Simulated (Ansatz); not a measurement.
# Calculations on AlPNH7

Part 1: Relaxation

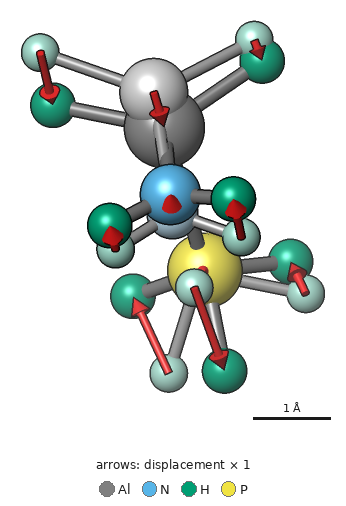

A relaxation of AlPNH₇. The starting structure is drawn faded, the final one solid; red arrows show the displacements, at their true length. The two geometries are superimposed by the best rigid fit.

The picture is a ball-and-stick view, seen from a free direction.

The run prepares an end point of a later path (reaction) calculation, from a guessed geometry.

These are results of RKS PBE0-D4/6-31G* in Ansatz 0.2.0, not measurements.

Input file:
```yaml
crystal:
  periodic: [false, false, false]
  atoms:
    - { symbol: Al, position_ang: [0.175016, -0.370942, 0.109587] }
    - { symbol: "N", position_ang: [0.052734, -0.420955, 1.972323] }
    - { symbol: H, position_ang: [-0.812304, -0.597217, 2.464978] }
    - { symbol: H, position_ang: [0.847649, -0.579339, 2.576809] }
    - { symbol: H, position_ang: [1.627294, -0.397673, -0.528533] }
    - { symbol: H, position_ang: [-1.201782, -0.288877, -0.677201] }
    - { symbol: P, position_ang: [-0.539054, 2.924652, 0.965629] }
    - { symbol: H, position_ang: [-1.922724, 3.071213, 1.252636] }
    - { symbol: H, position_ang: [-0.120408, 3.900826, 1.912776] }
    - { symbol: H, position_ang: [-0.355321, 1.806411, 1.831296] }
basis:
  gaussian: { orbitals: "6-31G*" }
hamiltonian:
  xc: pbe0
  dispersion: d4
relax:
  f_tol: 0.03
  max_steps: 50
output:
  orbitals: {}
```

Command:
```bash
ansatz run input.yaml --threads 1 --pin off --max-ram 2048MiB --backend cpu --events-out ev --progress --plain --runs-dir out
```

> Which element moves most?

Hydrogen: up to 1.27 Å, against 0.53 Å for aluminium.

> What happened in the run?

Over 12 geometry steps the energy falls by 48.5 kJ/mol. The largest force component goes from 1.6 to 0.011 eV/Å. The atom that moves furthest after the best rigid fit is H10 (1.27 Å). Largest moves by element: H 1.27 Å, Al 0.53 Å, N 0.47 Å, P 0.46 Å. Near-neighbour distances that change, for instance: Al1–P7 3.479 → 2.662 Å, Al1–N2 1.867 → 1.796 Å, Al1–H5 1.587 → 1.601 Å, P7–H10 1.426 → 1.413 Å. New bonds form, among them: Al1–P7 (3.48 → 2.66 Å). Bond angles that change, for instance: H5–Al1–H6 126.5° → 122.6°, H8–P7–H9 94.7° → 97.2°. The run took 42 s on 1 thread of Arm Neoverse V2 (shared host), peak memory 0.14 GiB.

Limits of the set-up: the start holds two separate molecules, 2.3 Å apart at their closest, whose relative position is a soft coordinate.

Part 2: Relaxation

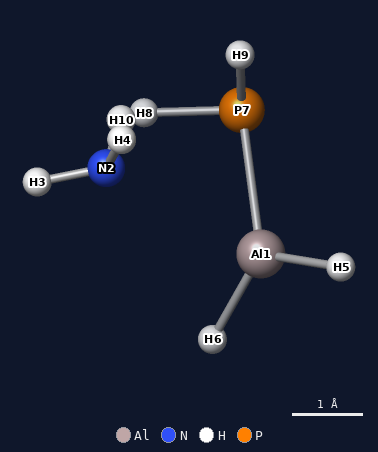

Starting structure of AlPNH7. The picture is a ball-and-stick view, seen from a free direction.

The run prepares an end point of a later path (reaction) calculation, from a guessed geometry.

These are results of RKS PBE0-D4/6-31G* (Ansatz), not measurements.

Input file:
```yaml
crystal:
  periodic: [false, false, false]
  atoms:
    - { symbol: Al, position_ang: [-0.059324, 0.58701, -0.476015] }
    - { symbol: "N", position_ang: [-0.169109, 0.057745, 2.573523] }
    - { symbol: H, position_ang: [-0.925632, -0.357775, 3.10699] }
    - { symbol: H, position_ang: [0.685711, -0.026, 3.11418] }
    - { symbol: H, position_ang: [1.446327, 0.172029, -0.786683] }
    - { symbol: H, position_ang: [-1.305379, -0.208253, -1.070207] }
    - { symbol: P, position_ang: [-0.45918, 2.686068, 0.36884] }
    - { symbol: H, position_ang: [-1.583927, 2.373776, 1.17951] }
    - { symbol: H, position_ang: [0.491585, 2.69699, 1.425281] }
    - { symbol: H, position_ang: [-0.369972, 1.06651, 2.44488] }
basis:
  gaussian: { orbitals: "6-31G*" }
hamiltonian:
  xc: pbe0
  dispersion: d4
relax:
  f_tol: 0.03
  max_steps: 50
```

Command:
```bash
ansatz run input.yaml --threads 1 --pin off --max-ram 2048MiB --backend cpu --events-out ev --progress --plain --runs-dir out
```

> Predict the outcome.

After 20 accepted moves (23 points after the start) the energy has fallen by 1.103 eV. The largest force component goes from 0.95 to 0.027 eV/Å. The line search rejected the trial steps at points 10, 18, 20 of the run. The forces were under the threshold at step 8, but the run went on from there. The largest move after the best rigid fit is that of H3, 1.26 Å. By element the largest moves are H 1.26 Å, Al 0.66 Å, N 0.39 Å, P 0.33 Å. Some distances before and after: Al1–N2 3.097 → 2.075 Å, Al1–P7 2.298 → 2.365 Å, N2–H10 1.037 → 1.019 Å, Al1–H5 1.592 → 1.605 Å. New bonds form, among them: Al1–N2 (3.10 → 2.07 Å). Among the angles between lasting bonds that change: Al1–P7–H9 99.4° → 96.3°, H5–Al1–P7 118.3° → 115.2°, H5–Al1–H6 122.5° → 119.5°. The run took 77 s on 1 thread of Arm Neoverse V2, on a shared host, peak memory 0.14 GiB.

Final geometry:

```xyz
10

Al   -0.1205    0.5332    0.1764
N    -0.2264    0.0257    2.1856
H    -0.1872   -0.9857    2.3089
H     0.5470    0.4334    2.7092
H     1.3426   -0.0399   -0.1516
H    -1.4154   -0.2552   -0.3530
P    -0.3054    2.8911    0.1606
H    -1.4313    2.9591    1.0364
H     0.6416    3.1290    1.2027
H    -1.0939    0.3574    2.6050
```

The end point in the same view:

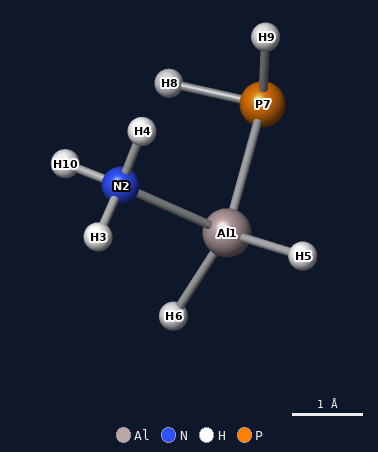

Part 3: Path

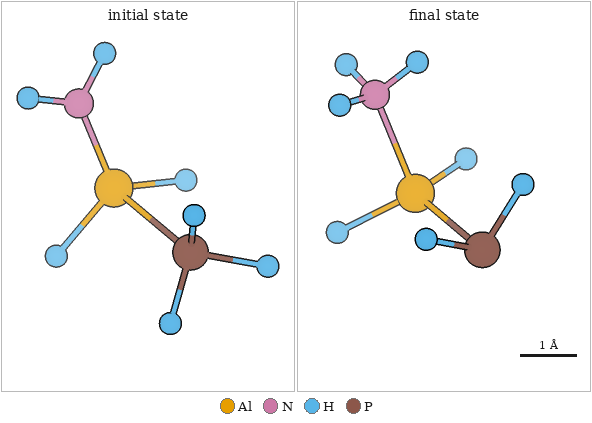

The two relaxed end points of a path for AlPNH7. Style: ball-and-stick. Shown from a free direction.

The calculation used Ansatz, RKS PBE0-D4/6-31G*.

Run with 7 movable images; climbing image; force threshold 0.05 eV/Å; iteration limit 57.

Start:
```xyz
10

Al    0.0318    0.0473    0.4013
N     0.1149   -0.8961    1.9278
H    -0.6554   -1.4189    2.3199
H     0.9608   -1.0656    2.4531
H     1.4265    0.4961   -0.2447
H    -1.3098   -0.1039   -0.4596
P    -0.5805    2.5119    1.1981
H    -1.7737    3.1335    0.7631
H     0.2879    3.5978    0.9404
H    -0.7513    2.7462    2.5808
```

End:
```xyz
10

Al   -0.1732    0.5828    0.1556
N    -0.1948   -0.0229    2.1400
H    -0.1665   -1.0397    2.2114
H     0.6084    0.3472    2.6464
H     1.2637    0.0064   -0.2683
H    -1.5038   -0.1599   -0.3509
P    -0.3201    2.9409    0.2646
H    -1.4034    2.9808    1.1944
H     0.6775    3.1132    1.2718
H    -1.0366    0.2994    2.6153
```

### What barrier does the band find between them, and by what path?

The highest point, image 5, lies 74.0 kJ/mol above the start and 134.3 kJ/mol above the end; the end is at −60.3 kJ/mol relative to the start. A hydrogen atom shifts from one atom to another. Breaking: P7–H10 (1.41 → 1.61 at the top → 3.61 Å). Forming: N2–H10 (3.80 → 1.53 at the top → 1.02 Å). The band converged in 21 iterations, with a climbing image at the top. At the top, the vibrational analysis gives one imaginary mode (1137i cm⁻¹), as a transition state must have.

Energies of the converged images:

| image | path (Å) | E (kJ/mol) |
| --- | --- | --- |
| 0 | 0.00 | 0.0 |
| 1 | 0.68 | 0.2 |
| 2 | 1.36 | 0.0 |
| 3 | 2.03 | 5.1 |
| 4 | 2.71 | 26.1 |
| 5 | 3.39 | 74.0 |
| 6 | 4.29 | -26.1 |
| 7 | 5.19 | -58.7 |
| 8 | 6.09 | -60.3 |

The geometry at the top of the path:

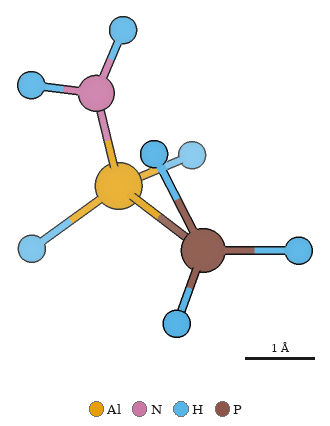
